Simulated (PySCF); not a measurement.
**Geometry relaxation, with input and output: Si$_{2}$H$_{5}$ClO**

Si$_{2}$H$_{5}$ClO, SMILES [SiH3]O[SiH2]Cl, computed with PBE0-D3(BJ)/def2-SVP geometry optimisation, gas phase (PySCF 2.14.0).

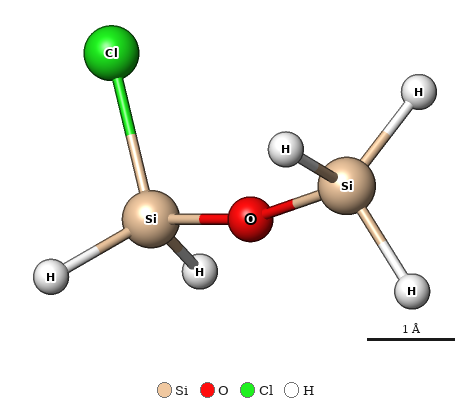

**Figure 1.** The input geometry (ball-and-stick view, seen at a tilt). Bond lengths as drawn: Cl–Si 2.01 Å, H–Si 1.44 to 1.47 Å and O–Si 1.58 to 1.61 Å.

## Key numbers

```json
{"quantity": "outcome", "value": "converged"}
{"quantity": "total energy", "value": "−1116.671823 hartree"}
{"quantity": "dipole moment", "value": "0.89 D"}
{"quantity": "point group", "value": "C1"}
{"quantity": "hardware", "value": "1 CPU thread, shared host"}
{"quantity": "wall time", "value": "44 s"}
{"quantity": "peak memory", "value": "0.46 GiB"}
```

## The input
```
{"job": {"xc": "PBE0", "basis": "def2-SVP", "d3": "d3bj", "grid": 2, "kind": "geom", "shake": 0.01}, "charge": 0, "multiplicity": 1}
Si    -1.501927    -0.298886    -0.336253
O      0.070656    -0.213929    -0.169319
Si     1.581000     0.158858     0.251269
Cl    -2.329484     1.198885     0.726190
H     -1.944961    -1.567763     0.180062
H     -1.797285    -0.048102    -1.754955
H      1.755500     1.608325     0.151614
H      1.791430    -0.300393     1.627515
H      2.419321    -0.560144    -0.684672
```

The first line tells a small driver script what to run in PySCF; the rest is the geometry in Å.

Launched with:
```bash
OMP_NUM_THREADS=1 python <driver script> task.json out
```

## Output
```
step   0  E = -1116.66286459  max force = 0.016717
step   1  E = -1116.67094323  max force = 0.005667
step   2  E = -1116.67108522  max force = 0.002570
step   3  E = -1116.67115298  max force = 0.001348
step   4  E = -1116.67121244  max force = 0.001636
step   5  E = -1116.67137639  max force = 0.005021
step   6  E = -1116.67131119  max force = 0.012221
step   7  E = -1116.67162780  max force = 0.005679
step   8  E = -1116.67172955  max force = 0.003518
step   9  E = -1116.67182255  max force = 0.000287
step  10  E = -1116.67182345  max force = 0.000109
optimisation converged
```

## Trajectory as extended XYZ (Å, eV, eV/Å), 11 frames, from step=0 to step=10
```
9
Properties=species:S:1:pos:R:3:forces:R:3 step=0 energy=-30385.94426
Si   -1.5019   -0.2989   -0.3362   -0.8361   0.1170  -0.8596
O     0.0707   -0.2139   -0.1693    0.4885  -0.3300  -0.1808
Si    1.5810    0.1589    0.2513    0.4998   0.2102   0.4114
Cl   -2.3295    1.1989    0.7262   -0.6422   0.7982   0.6436
H    -1.9450   -1.5678    0.1801   -0.4946  -0.8098   0.2432
H    -1.7973   -0.0481   -1.7550   -0.3031  -0.1272  -0.2941
H     1.7555    1.6083    0.1516    0.2390   0.5427  -0.0059
H     1.7914   -0.3004    1.6275    0.2771  -0.0949   0.4894
H     2.4193   -0.5601   -0.6847    0.7716  -0.3063  -0.4471
9
Properties=species:S:1:pos:R:3:forces:R:3 step=1 energy=-30386.16409
Si   -1.5440   -0.2939   -0.3590   -0.2553   0.2914   0.1234
O     0.0752   -0.2346   -0.1853    0.2036  -0.0299  -0.0216
Si    1.6269    0.1526    0.2557   -0.0399   0.0257   0.0574
Cl   -2.4313    1.2282    0.7502    0.1304  -0.1890  -0.1382
H    -2.0643   -1.5800    0.1568   -0.0103  -0.0815   0.0406
H    -1.9191   -0.0809   -1.7798    0.0348   0.0024  -0.0055
H     1.8408    1.6246    0.1576   -0.0326   0.0148  -0.0033
H     1.8889   -0.2949    1.6541   -0.0383   0.0012   0.0085
H     2.5701   -0.5441   -0.6590    0.0076  -0.0351  -0.0613
9
Properties=species:S:1:pos:R:3:forces:R:3 step=2 energy=-30386.16796
Si   -1.5430   -0.2931   -0.3585   -0.1283   0.1321   0.0883
O     0.0787   -0.2398   -0.1893    0.0890  -0.0591  -0.0454
Si    1.6255    0.1530    0.2566   -0.0251   0.0152   0.0218
Cl   -2.4124    1.2289    0.7495    0.0543  -0.0908  -0.0660
H    -2.0636   -1.5828    0.1611    0.0044  -0.0036   0.0023
H    -1.9114   -0.0784   -1.7807    0.0085  -0.0055  -0.0034
H     1.8246    1.6275    0.1575    0.0008   0.0024   0.0037
H     1.8750   -0.2943    1.6574   -0.0015   0.0058   0.0029
H     2.5696   -0.5438   -0.6622   -0.0022   0.0035  -0.0041
9
Properties=species:S:1:pos:R:3:forces:R:3 step=3 energy=-30386.16980
Si   -1.5428   -0.2927   -0.3593   -0.0017   0.0060   0.0266
O     0.0822   -0.2505   -0.1982    0.0092  -0.0693  -0.0574
Si    1.6225    0.1526    0.2573   -0.0128   0.0203   0.0125
Cl   -2.3920    1.2297    0.7487   -0.0119   0.0136   0.0081
H    -2.0655   -1.5818    0.1635    0.0033   0.0187  -0.0089
H    -1.9105   -0.0786   -1.7816   -0.0050  -0.0049  -0.0014
H     1.8103    1.6291    0.1592    0.0104  -0.0012   0.0056
H     1.8641   -0.2922    1.6603    0.0106   0.0046   0.0012
H     2.5747   -0.5383   -0.6587   -0.0019   0.0121   0.0136
9
Properties=species:S:1:pos:R:3:forces:R:3 step=4 energy=-30386.17142
Si   -1.5417   -0.2935   -0.3609    0.0821  -0.0789  -0.0284
O     0.0868   -0.2675   -0.2125   -0.0421  -0.0697  -0.0623
Si    1.6182    0.1518    0.2577    0.0044   0.0305   0.0175
Cl   -2.3666    1.2336    0.7491   -0.0497   0.0841   0.0585
H    -2.0698   -1.5792    0.1651   -0.0002   0.0240  -0.0074
H    -1.9142   -0.0804   -1.7823   -0.0109   0.0005   0.0023
H     1.7929    1.6303    0.1620    0.0087  -0.0030   0.0045
H     1.8521   -0.2893    1.6633    0.0108   0.0019  -0.0004
H     2.5854   -0.5288   -0.6502   -0.0031   0.0105   0.0158
9
Properties=species:S:1:pos:R:3:forces:R:3 step=5 energy=-30386.17588
Si   -1.5330   -0.2979   -0.3675    0.2208  -0.2582  -0.1535
O     0.1036   -0.3280   -0.2642   -0.1405  -0.0609  -0.0674
Si    1.6016    0.1487    0.2575    0.0565   0.0588   0.0431
Cl   -2.2753    1.2503    0.7543   -0.1029   0.2202   0.1547
H    -2.0833   -1.5687    0.1716   -0.0111   0.0294   0.0051
H    -1.9291   -0.0850   -1.7826   -0.0215   0.0194   0.0110
H     1.7290    1.6332    0.1694   -0.0007  -0.0067  -0.0016
H     1.8082   -0.2810    1.6713    0.0061  -0.0051  -0.0039
H     2.6215   -0.4944   -0.6185   -0.0068   0.0030   0.0128
9
Properties=species:S:1:pos:R:3:forces:R:3 step=6 energy=-30386.17411
Si   -1.4900   -0.3083   -0.3816    0.2940  -0.6284  -0.4231
O     0.1504   -0.4824   -0.3987   -0.3012   0.0412  -0.0238
Si    1.5451    0.1383    0.2512    0.2147   0.1166   0.1284
Cl   -2.0122    1.2911    0.7698   -0.1275   0.4157   0.2860
H    -2.0979   -1.5347    0.1957   -0.0336   0.0416   0.0438
H    -1.9579   -0.0870   -1.7735   -0.0367   0.0684   0.0283
H     1.5423    1.6300    0.1768   -0.0083  -0.0224  -0.0296
H     1.6730   -0.2669    1.6825    0.0024  -0.0234  -0.0100
H     2.6902   -0.4029   -0.5309   -0.0038  -0.0092   0.0000
9
Properties=species:S:1:pos:R:3:forces:R:3 step=7 energy=-30386.18272
Si   -1.5134   -0.3086   -0.3792    0.2255  -0.2920  -0.1897
O     0.1272   -0.4077   -0.3331   -0.1652  -0.0184  -0.0359
Si    1.5770    0.1447    0.2574    0.0748   0.0667   0.0558
Cl   -2.1470    1.2752    0.7607   -0.0789   0.2238   0.1539
H    -2.0979   -1.5526    0.1835   -0.0150   0.0200   0.0172
H    -1.9499   -0.0878   -1.7812   -0.0171   0.0282   0.0151
H     1.6383    1.6337    0.1758   -0.0118  -0.0068  -0.0097
H     1.7462   -0.2731    1.6801   -0.0061  -0.0127  -0.0085
H     2.6627   -0.4467   -0.5727   -0.0062  -0.0088   0.0018
9
Properties=species:S:1:pos:R:3:forces:R:3 step=8 energy=-30386.18549
Si   -1.5079   -0.3139   -0.3838    0.1573  -0.1809  -0.1188
O     0.1316   -0.4206   -0.3444   -0.1160  -0.0149  -0.0264
Si    1.5732    0.1449    0.2587    0.0439   0.0490   0.0380
Cl   -2.1233    1.2817    0.7610   -0.0467   0.1389   0.0951
H    -2.1008   -1.5501    0.1863   -0.0108   0.0111   0.0141
H    -1.9541   -0.0876   -1.7816   -0.0099   0.0190   0.0100
H     1.6213    1.6341    0.1758   -0.0089  -0.0042  -0.0066
H     1.7342   -0.2728    1.6822   -0.0062  -0.0093  -0.0054
H     2.6690   -0.4385   -0.5631   -0.0028  -0.0087   0.0000
9
Properties=species:S:1:pos:R:3:forces:R:3 step=9 energy=-30386.18802
Si   -1.4906   -0.3257   -0.3951    0.0119  -0.0008   0.0016
O     0.1457   -0.4614   -0.3813   -0.0148   0.0047  -0.0051
Si    1.5584    0.1450    0.2612    0.0048   0.0075   0.0057
Cl   -2.0463    1.2980    0.7616    0.0008  -0.0088  -0.0067
H    -2.1048   -1.5410    0.1961   -0.0032   0.0000   0.0051
H    -1.9633   -0.0870   -1.7815    0.0003   0.0029   0.0002
H     1.5661    1.6341    0.1753    0.0006  -0.0008  -0.0026
H     1.6910   -0.2713    1.6877   -0.0017  -0.0011   0.0005
H     2.6869   -0.4136   -0.5327    0.0012  -0.0037   0.0012
9
Properties=species:S:1:pos:R:3:forces:R:3 step=10 energy=-30386.18805
Si   -1.4908   -0.3259   -0.3956    0.0030   0.0001   0.0045
O     0.1454   -0.4591   -0.3802   -0.0051   0.0037  -0.0056
Si    1.5592    0.1456    0.2619    0.0018   0.0024   0.0031
Cl   -2.0504    1.2969    0.7602    0.0009  -0.0044  -0.0041
H    -2.1043   -1.5415    0.1960   -0.0006   0.0003   0.0012
H    -1.9627   -0.0874   -1.7824    0.0010   0.0003  -0.0002
H     1.5694    1.6346    0.1749    0.0000  -0.0004  -0.0017
H     1.6908   -0.2707    1.6884   -0.0011   0.0005   0.0006
H     2.6867   -0.4153   -0.5319    0.0003  -0.0026   0.0022
```

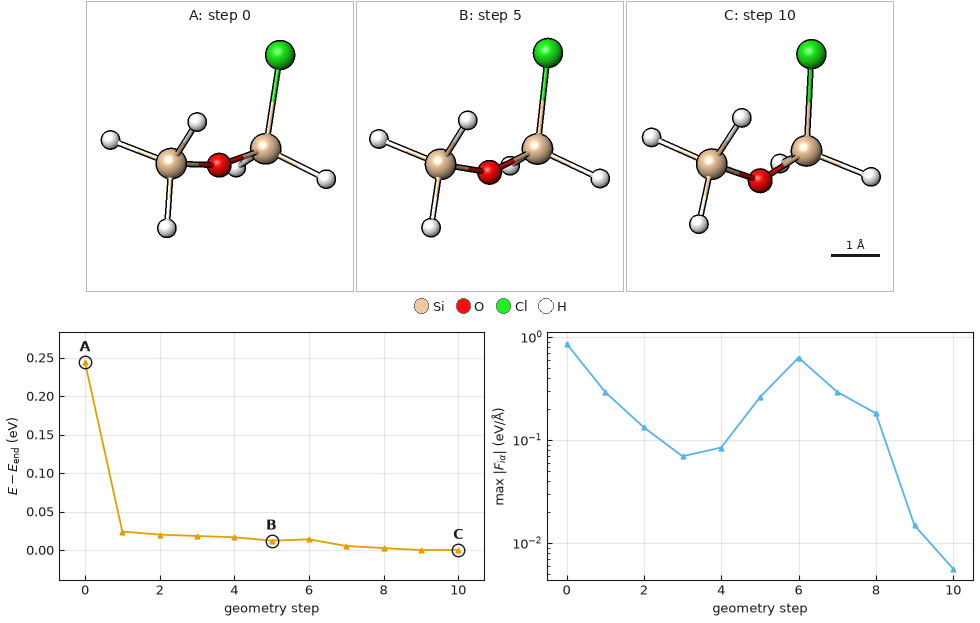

**Figure 2.** Frames of the relaxation (ball-and-stick view, seen at an oblique angle) above the curves, on which the letters mark them (steps are counted from 0).

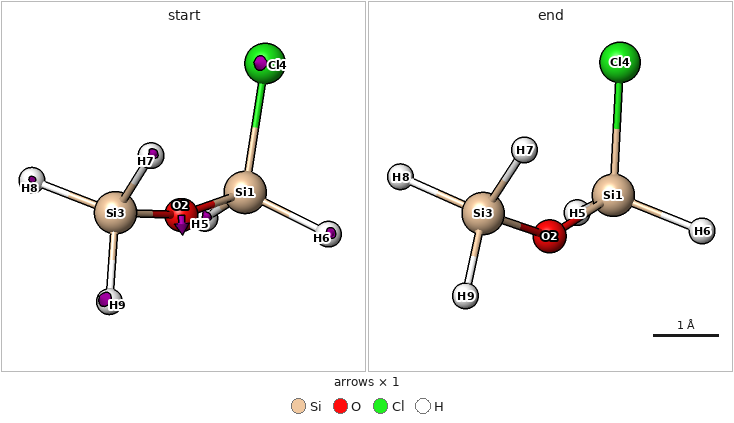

**Figure 3.** Before (left) and after (right) the relaxation, at one scale (ball-and-stick view, seen at an oblique angle). The pink arrows give the displacements, at true length. The energy falls by 0.244 eV in 10 geometry steps. Largest force component: 0.86 eV/Å at the start, 0.0056 eV/Å at the end. The atom that moves furthest after the best rigid fit is O2 (0.33 Å). Largest moves by element: O 0.33 Å, H 0.32 Å, Cl 0.31 Å, Si 0.05 Å. Among the contacts that change: Si1–O2 1.584 → 1.642 Å, Si1–Cl4 2.014 → 2.069 Å, O2–Si3 1.612 → 1.666 Å, Si1–H5 1.440 → 1.485 Å. Among the angles that change: Si1–O2–Si3 166.1° → 145.1°, H5–Si1–H6 115.7° → 111.9°, O2–Si1–H6 107.0° → 109.8°. (Atoms are counted from 1 in the order of the input.)
